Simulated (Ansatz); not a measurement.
## Geometry relaxation of C$_{2}$H$_{3}$F$_{2}$NSi (part 1 of 2)

- system: C$_{2}$H$_{3}$F$_{2}$NSi
- method: UKS PBE0/STO-3G (Ansatz 0.2.0)

It belongs to a series of runs on one base structure; here: start relaxed. Figures and captions count atoms from 1; the log counts them from 0 in places.

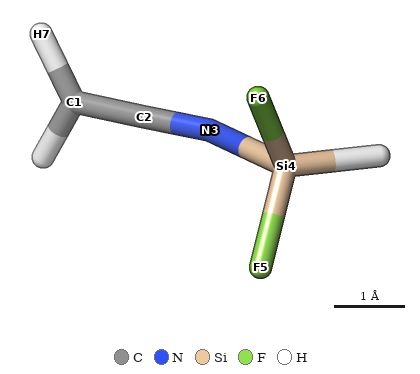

Fig. 1: The structure as given in the input (stick view, seen at a tilt; atoms are numbered from 1 in the order of the input). Bond lengths as drawn: C–C 1.29 Å, C–H 1.06 to 1.09 Å, C–N 1.16 Å, F–Si 1.56 to 1.65 Å, H–Si 1.41 Å and N–Si 1.80 Å.

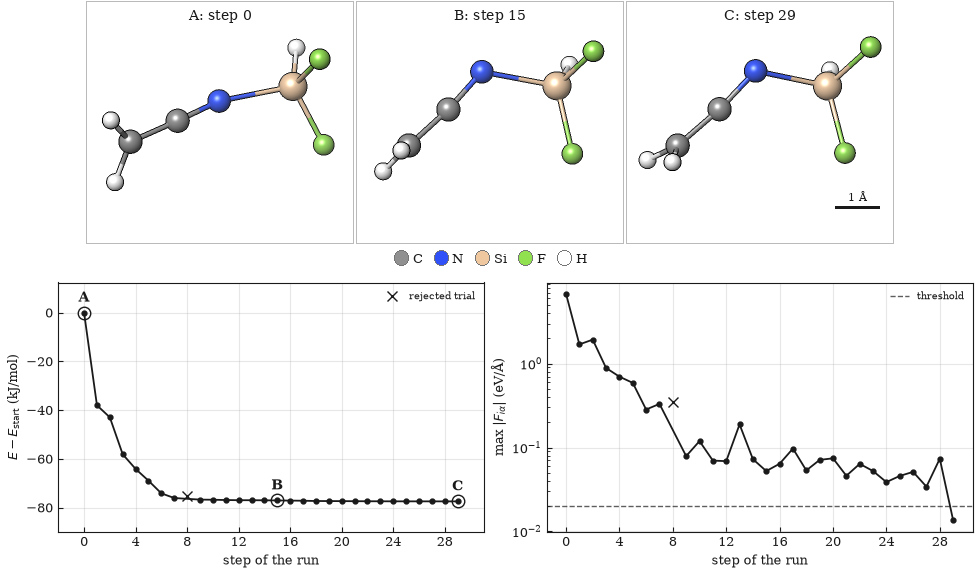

Fig. 2: Frames of the relaxation (ball-and-stick view, seen at a tilt) above the curves, on which the letters mark them (the first geometry is step 0 here and step 1 in the log).

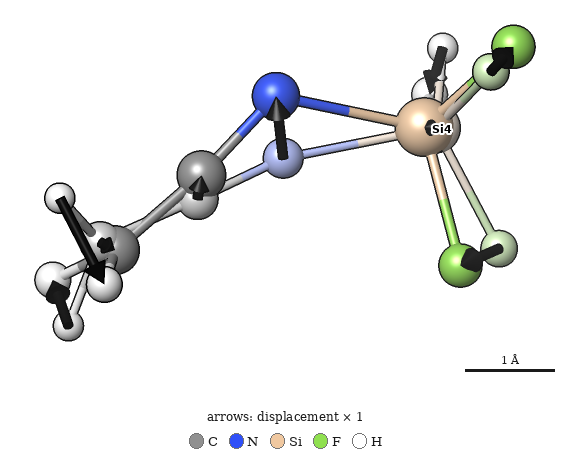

Fig. 3: Start (faint) and end (solid) with the displacements as black arrows, at true length (ball-and-stick view, seen at a tilt). The two geometries are laid on each other by the best rigid fit. H7 moves most after the best rigid fit: 1.09 Å. Largest moves by element: H 1.09 Å, F 0.80 Å, N 0.76 Å, C 0.28 Å, Si 0.18 Å. Distances before and after: C2–N3 1.159 → 1.248 Å, Si4–F5 1.558 → 1.626 Å, Si4–H9 1.405 → 1.450 Å, C1–C2 1.287 → 1.319 Å. Among the angles that change: C2–N3–Si4 163.4° → 123.3°, C1–C2–N3 177.9° → 174.2°, N3–Si4–F5 108.3° → 111.7°. After 29 geometry steps the energy has fallen by 77.4 kJ/mol. The largest force component goes from 6.8 to 0.014 eV/Å. The line search rejected the trial step at point 8 (counted from 0) and went back. (Atoms are counted from 1 in the order of the input.)

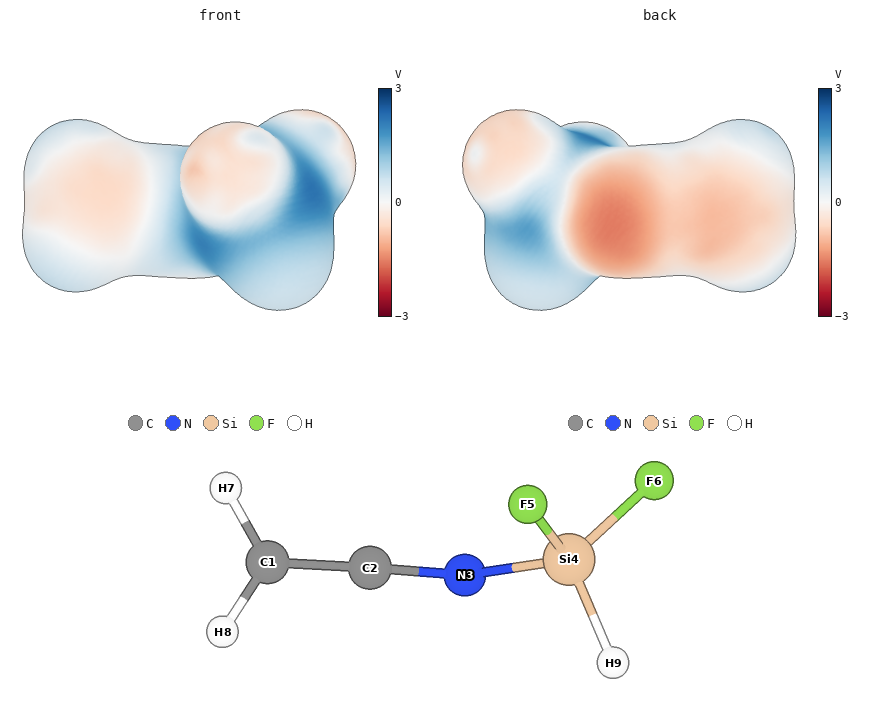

Fig. 4: The electrostatic potential painted on the density surface at 0.002 e/bohr³, seen at a tilt and from behind; red is negative and blue positive. The bare structure is drawn below in the same view.

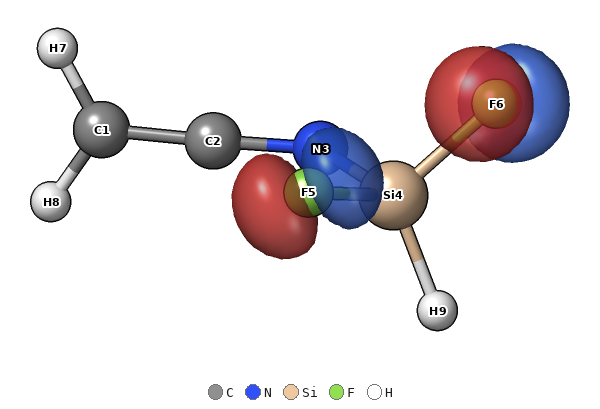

Fig. 5: The HOMO−1 (β) at ±0.2 Å⁻³ᐟ² (blue and red are the two phases), seen at a tilt. Its energy is −6.20 eV.

The input that produced these results follows, with the program's output.

**The input**
```yaml
crystal:
  periodic: [false, false, false]
  atoms:
    - { symbol: C, position_ang: [-1.3825, -1.3112, 1.3032] }
    - { symbol: C, position_ang: [-0.5448, -0.7113, 0.5322] }
    - { symbol: "N", position_ang: [0.2311, -0.2069, -0.1658] }
    - { symbol: Si, position_ang: [1.2188, 1.0033, -1.0506] }
    - { symbol: F, position_ang: [1.6516, 2.112, -0.0446] }
    - { symbol: F, position_ang: [0.1573, 1.6684, -2.1226] }
    - { symbol: H, position_ang: [-2.3131, -1.6669, 0.8675] }
    - { symbol: H, position_ang: [-1.2358, -1.3174, 2.3534] }
    - { symbol: H, position_ang: [2.3059, 0.3837, -1.6898] }
magnetization:
  spin_polarized: true
basis:
  gaussian: { orbitals: STO-3G }
hamiltonian:
  xc: pbe0
relax:
  f_tol: 0.02
  max_steps: 40
output:
  orbitals: {}
```

Run as:
```bash
ansatz run input.yaml --threads 1 --pin off --max-ram 2048MiB --backend cpu --events-out ev --progress --plain --runs-dir out
```

**Log**
```
The last accepted step is kept in [file] (removed where the run ends without a failure and the disk answers)
Engine: ansatz 0.2.0, aarch64-unknown-linux-gnu
Functional definition: PBE0
  parameter a = 0.25
  parameter kappa = 0.804
  parameter beta = 0.06672455060314922
  exchange = (1 - a)*pbe_x(kappa = kappa, mu = beta*pi^2/3) + a*exact_x
  correlation = pbe_c(beta = beta)
535 factors; integrals over basis functions are off by at most 1.1e-5 eV
mean field evaluation 1: about -16692.9977 eV, gradient 2.0e1 eV
mean field evaluation 2: about -16693.4868 eV, gradient 2.0e1 eV
mean field evaluation 4: about -16695.9451 eV, gradient 1.4e0 eV
mean field evaluation 8: about -16695.9029 eV, gradient 1.8e-2 eV
mean field -16695.90289574 eV, -613.5631145289 hartree, gradient 3.5e-5 eV, S^2 0.000000; 0 other end points of the search recorded, 0 dependent functions left out
the calculation of the forces begins
reference -16695.90291101 eV, -613.5631150901 hartree; 27, 27 occupied and 10, 10 virtual orbitals, 535 factors
relax step   1: F+E_penalty+E_count = -16695.90289574 eV  Δ(F+E_penalty+E_count) = +0.000e0 eV  max|allowed force component| = 6.802e0 eV/Å  Δτ_max = 0.0000 Å  (26 SCF iters, accepted)
these checks for a lower state are left out or cut short: starts, cluster_reference, orbital_swaps, neighbouring_geometries, increment
535 factors; integrals over basis functions are off by at most 1.2e-5 eV
mean field evaluation 16: about -16696.3576 eV, gradient 2.7e-1 eV
mean field -16696.29676437 eV, -613.5775889343 hartree, gradient 1.3e-5 eV, S^2 0.000000; 0 other end points of the search recorded, 0 dependent functions left out
[... from here on the field's lines of each further geometry are left out, up to the last ...]
relax step   2: F+E_penalty+E_count = -16696.29676437 eV  Δ(F+E_penalty+E_count) = -3.939e-1 eV  max|allowed force component| = 1.697e0 eV/Å  Δτ_max = 0.1911 Å  (32 SCF iters, accepted)
relax step   3: F+E_penalty+E_count = -16696.34803396 eV  Δ(F+E_penalty+E_count) = -5.127e-2 eV  max|allowed force component| = 1.933e0 eV/Å  Δτ_max = 0.1946 Å  (32 SCF iters, accepted)
relax step   4: F+E_penalty+E_count = -16696.50514619 eV  Δ(F+E_penalty+E_count) = -1.571e-1 eV  max|allowed force component| = 8.880e-1 eV/Å  Δτ_max = 0.1945 Å  (35 SCF iters, accepted)
relax step   5: F+E_penalty+E_count = -16696.56741135 eV  Δ(F+E_penalty+E_count) = -6.227e-2 eV  max|allowed force component| = 6.996e-1 eV/Å  Δτ_max = 0.1944 Å  (30 SCF iters, accepted)
relax step   6: F+E_penalty+E_count = -16696.61753197 eV  Δ(F+E_penalty+E_count) = -5.012e-2 eV  max|allowed force component| = 5.899e-1 eV/Å  Δτ_max = 0.1972 Å  (30 SCF iters, accepted)
relax step   7: F+E_penalty+E_count = -16696.67137950 eV  Δ(F+E_penalty+E_count) = -5.385e-2 eV  max|allowed force component| = 2.838e-1 eV/Å  Δτ_max = 0.1366 Å  (31 SCF iters, accepted)
relax step   8: F+E_penalty+E_count = -16696.69120107 eV  Δ(F+E_penalty+E_count) = -1.982e-2 eV  max|allowed force component| = 3.312e-1 eV/Å  Δτ_max = 0.1673 Å  (30 SCF iters, accepted)
relax step   9: F+E_penalty+E_count = -16696.68182163 eV  Δ(F+E_penalty+E_count) = +9.379e-3 eV  max|allowed force component| = 3.512e-1 eV/Å  Δτ_max = 0.0955 Å  (29 SCF iters, rejected (line search))
relax step  10: F+E_penalty+E_count = -16696.69801377 eV  Δ(F+E_penalty+E_count) = -6.813e-3 eV  max|allowed force component| = 7.894e-2 eV/Å  Δτ_max = 0.0471 Å  (30 SCF iters, accepted)
relax step  11: F+E_penalty+E_count = -16696.69854104 eV  Δ(F+E_penalty+E_count) = -5.273e-4 eV  max|allowed force component| = 1.192e-1 eV/Å  Δτ_max = 0.0667 Å  (29 SCF iters, accepted)
relax step  12: F+E_penalty+E_count = -16696.69976084 eV  Δ(F+E_penalty+E_count) = -1.220e-3 eV  max|allowed force component| = 6.981e-2 eV/Å  Δτ_max = 0.0476 Å  (30 SCF iters, accepted)
relax step  13: F+E_penalty+E_count = -16696.70051806 eV  Δ(F+E_penalty+E_count) = -7.572e-4 eV  max|allowed force component| = 6.873e-2 eV/Å  Δτ_max = 0.0172 Å  (31 SCF iters, accepted)
relax step  14: F+E_penalty+E_count = -16696.70058228 eV  Δ(F+E_penalty+E_count) = -6.422e-5 eV  max|allowed force component| = 1.885e-1 eV/Å  Δτ_max = 0.0233 Å  (31 SCF iters, accepted)
relax step  15: F+E_penalty+E_count = -16696.70091868 eV  Δ(F+E_penalty+E_count) = -3.364e-4 eV  max|allowed force component| = 7.260e-2 eV/Å  Δτ_max = 0.0198 Å  (32 SCF iters, accepted)
relax step  16: F+E_penalty+E_count = -16696.70164745 eV  Δ(F+E_penalty+E_count) = -7.288e-4 eV  max|allowed force component| = 5.238e-2 eV/Å  Δτ_max = 0.0259 Å  (30 SCF iters, accepted)
relax step  17: F+E_penalty+E_count = -16696.70219068 eV  Δ(F+E_penalty+E_count) = -5.432e-4 eV  max|allowed force component| = 6.399e-2 eV/Å  Δτ_max = 0.0392 Å  (30 SCF iters, accepted)
relax step  18: F+E_penalty+E_count = -16696.70276632 eV  Δ(F+E_penalty+E_count) = -5.756e-4 eV  max|allowed force component| = 9.708e-2 eV/Å  Δτ_max = 0.0759 Å  (31 SCF iters, accepted)
relax step  19: F+E_penalty+E_count = -16696.70397552 eV  Δ(F+E_penalty+E_count) = -1.209e-3 eV  max|allowed force component| = 5.327e-2 eV/Å  Δτ_max = 0.0513 Å  (29 SCF iters, accepted)
relax step  20: F+E_penalty+E_count = -16696.70421489 eV  Δ(F+E_penalty+E_count) = -2.394e-4 eV  max|allowed force component| = 7.115e-2 eV/Å  Δτ_max = 0.0160 Å  (31 SCF iters, accepted)
relax step  21: F+E_penalty+E_count = -16696.70443421 eV  Δ(F+E_penalty+E_count) = -2.193e-4 eV  max|allowed force component| = 7.434e-2 eV/Å  Δτ_max = 0.0098 Å  (27 SCF iters, accepted)
relax step  22: F+E_penalty+E_count = -16696.70472979 eV  Δ(F+E_penalty+E_count) = -2.956e-4 eV  max|allowed force component| = 4.599e-2 eV/Å  Δτ_max = 0.0268 Å  (31 SCF iters, accepted)
relax step  23: F+E_penalty+E_count = -16696.70500657 eV  Δ(F+E_penalty+E_count) = -2.768e-4 eV  max|allowed force component| = 6.383e-2 eV/Å  Δτ_max = 0.0226 Å  (30 SCF iters, accepted)
relax step  24: F+E_penalty+E_count = -16696.70511649 eV  Δ(F+E_penalty+E_count) = -1.099e-4 eV  max|allowed force component| = 5.240e-2 eV/Å  Δτ_max = 0.0273 Å  (30 SCF iters, accepted)
relax step  25: F+E_penalty+E_count = -16696.70532136 eV  Δ(F+E_penalty+E_count) = -2.049e-4 eV  max|allowed force component| = 3.867e-2 eV/Å  Δτ_max = 0.0150 Å  (25 SCF iters, accepted)
relax step  26: F+E_penalty+E_count = -16696.70538406 eV  Δ(F+E_penalty+E_count) = -6.271e-5 eV  max|allowed force component| = 4.581e-2 eV/Å  Δτ_max = 0.0068 Å  (25 SCF iters, accepted)
relax step  27: F+E_penalty+E_count = -16696.70541387 eV  Δ(F+E_penalty+E_count) = -2.981e-5 eV  max|allowed force component| = 5.120e-2 eV/Å  Δτ_max = 0.0301 Å  (30 SCF iters, accepted)
relax step  28: F+E_penalty+E_count = -16696.70546308 eV  Δ(F+E_penalty+E_count) = -4.921e-5 eV  max|allowed force component| = 3.411e-2 eV/Å  Δτ_max = 0.0096 Å  (30 SCF iters, accepted)
relax step  29: F+E_penalty+E_count = -16696.70551359 eV  Δ(F+E_penalty+E_count) = -5.051e-5 eV  max|allowed force component| = 7.349e-2 eV/Å  Δτ_max = 0.0058 Å  (27 SCF iters, accepted)
the calculation of the forces begins
reference -16696.70557689 eV, -613.5926125171 hartree; 27, 27 occupied and 10, 10 virtual orbitals, 536 factors
relax step  30: F+E_penalty+E_count = -16696.70556172 eV  Δ(F+E_penalty+E_count) = -4.813e-5 eV  max|allowed force component| = 1.356e-2 eV/Å  Δτ_max = 0.0032 Å  (25 SCF iters, accepted)
536 factors; integrals over basis functions are off by at most 1.5e-5 eV
mean field evaluation 224: about -16696.7056 eV, gradient 4.2e-3 eV
mean field -16696.70556172 eV, -613.5926119595 hartree, gradient 2.2e-5 eV, S^2 0.000000; 1 other end points of the search recorded, 0 dependent functions left out
the calculation of the forces begins
reference -16696.70557689 eV, -613.5926125171 hartree; 27, 27 occupied and 10, 10 virtual orbitals, 536 factors
Total energy: -16696.70557689 eV, -613.5926125171 hartree
Atom 0 at    -1.233585    -1.154954     1.346730 Å, force     0.005117    -0.003039     0.005430 eV/Å
Atom 1 at    -0.563106    -0.780295     0.273894 Å, force     0.004147     0.004806    -0.013564 eV/Å
Atom 2 at     0.032243    -0.532353    -0.794656 Å, force    -0.007761    -0.002635     0.011918 eV/Å
Atom 3 at     1.054051     0.927565    -1.040537 Å, force     0.006300     0.002212    -0.001077 eV/Å
Atom 4 at     0.784809     2.050974     0.104393 Å, force    -0.001221    -0.002044    -0.003849 eV/Å
Atom 5 at     0.610280     1.573507    -2.462765 Å, force     0.002261    -0.001718     0.005713 eV/Å
Atom 6 at    -2.268351    -0.847343     1.497078 Å, force     0.001815    -0.000102    -0.002249 eV/Å
Atom 7 at    -0.764407    -1.773040     2.112216 Å, force    -0.004423     0.000590    -0.000551 eV/Å
Atom 8 at     2.436567     0.489638    -1.053453 Å, force    -0.006235     0.001930    -0.001771 eV/Å
Dipole moment:     0.261797     0.177872     0.055632 e Å
```

**Trajectory as extended XYZ (Å, eV, eV/Å), 30 frames, from step=1 to step=30**
```
9
Properties=species:S:1:pos:R:3:forces:R:3 step=1 energy=-16695.90290
C    -1.3825   -1.3112    1.3032   -2.2020  -1.0597   0.3648
C    -0.5448   -0.7113    0.5322   -3.4216  -1.8883   3.1452
N     0.2311   -0.2069   -0.1658    6.8025   4.1481  -5.6187
Si    1.2188    1.0033   -1.0506   -3.6406  -1.6936  -1.0689
F     1.6516    2.1120   -0.0446    0.8481   1.8121   1.7631
F     0.1573    1.6684   -2.1226    0.6914  -0.3099   0.4297
H    -2.3131   -1.6669    0.8675   -0.0317  -0.1563   0.2774
H    -1.2358   -1.3174    2.3534    0.0482  -0.2298   1.1559
H     2.3059    0.3837   -1.6898    0.9058  -0.6226  -0.4485
9
Properties=species:S:1:pos:R:3:forces:R:3 step=2 energy=-16696.29676
C    -1.4859   -1.2080    1.3448   -0.0917  -1.3615   1.0747
C    -0.5894   -0.6433    0.5527    0.6512   0.6320  -0.5554
N     0.2589   -0.1514   -0.1894    0.1462  -0.2427   0.0620
Si    1.2181    1.0260   -1.0775   -1.6966  -1.0211  -0.7174
F     1.6712    2.1587   -0.0651    0.5199   1.0636   0.9149
F     0.2132    1.6873   -2.1897    0.4020  -0.1752   0.2594
H    -2.3335   -1.7599    0.8961    0.3499   0.5762   0.3141
H    -1.1975   -1.4998    2.3951   -0.4361   0.6094  -1.2919
H     2.3332    0.3440   -1.6841    0.1552  -0.0807  -0.0603
9
Properties=species:S:1:pos:R:3:forces:R:3 step=3 energy=-16696.34803
C    -1.4039   -1.3228    1.3183   -1.5703  -0.3846   0.1887
C    -0.5199   -0.7228    0.5287   -0.0739   0.4715   0.0931
N     0.3114   -0.1974   -0.2083    0.0636  -0.5291  -0.0283
Si    1.1983    1.0312   -1.0742   -0.6711  -0.6031  -0.2153
F     1.6236    2.1888   -0.0427    0.2003   0.4506   0.3398
F     0.1956    1.6611   -2.1941    0.1616  -0.0567   0.1270
H    -2.4414   -1.5998    0.9203    1.9329   0.4546   0.6596
H    -1.2198   -1.4639    2.4113   -0.0645   0.0943  -1.1692
H     2.3446    0.3794   -1.6764    0.0214   0.1024   0.0045
9
Properties=species:S:1:pos:R:3:forces:R:3 step=4 energy=-16696.50515
C    -1.4195   -1.2604    1.3280    0.5133   0.3129  -0.2418
C    -0.5436   -0.7149    0.4988    0.3072   0.4630  -0.8880
N     0.2779   -0.3321   -0.3445   -0.0854  -0.6454   0.5719
Si    1.1712    0.9948   -1.0625   -0.2788   0.0203   0.1214
F     1.5151    2.1214    0.0568   -0.0313   0.0175   0.0024
F     0.2239    1.6552   -2.2030    0.0016   0.0834  -0.0514
H    -2.4078   -1.5359    0.9814   -0.2410  -0.0070   0.1117
H    -1.1112   -1.4113    2.3532   -0.1918  -0.2393   0.3674
H     2.3827    0.4369   -1.6253    0.0062  -0.0053   0.0065
9
Properties=species:S:1:pos:R:3:forces:R:3 step=5 energy=-16696.56741
C    -1.4129   -1.2211    1.3285    0.6118   0.1104  -0.0627
C    -0.5189   -0.7244    0.4827    0.1831   0.2966  -0.6818
N     0.3214   -0.4080   -0.3768   -0.4860  -0.6996   0.4826
Si    1.1531    0.9796   -1.0582    0.3424   0.3842   0.4208
F     1.4103    2.1305    0.0790   -0.1298  -0.2481  -0.3241
F     0.2230    1.5996   -2.2344   -0.0771   0.0558  -0.0265
H    -2.4548   -1.3538    1.0304    0.1218   0.0495   0.2009
H    -1.0507   -1.5335    2.3124   -0.3997  -0.0139  -0.0703
H     2.4181    0.4848   -1.5806   -0.1666   0.0651   0.0612
9
Properties=species:S:1:pos:R:3:forces:R:3 step=6 energy=-16696.61753
C    -1.3799   -1.2247    1.3036    0.0528   0.3516   0.0520
C    -0.4949   -0.7646    0.4295    0.2333   0.1195  -0.5695
N     0.3472   -0.5192   -0.4591   -0.5361  -0.4515   0.3856
Si    1.1365    0.9568   -1.0441    0.4974   0.4639   0.5525
F     1.2859    2.0967    0.1362   -0.1453  -0.4742  -0.5240
F     0.2191    1.5664   -2.2369   -0.0761   0.0502  -0.0026
H    -2.4634   -1.1700    1.1015    0.5899  -0.1219   0.1635
H    -1.0115   -1.5366    2.2882   -0.3440  -0.0278  -0.1654
H     2.4495    0.5490   -1.5359   -0.2719   0.0902   0.1080
```
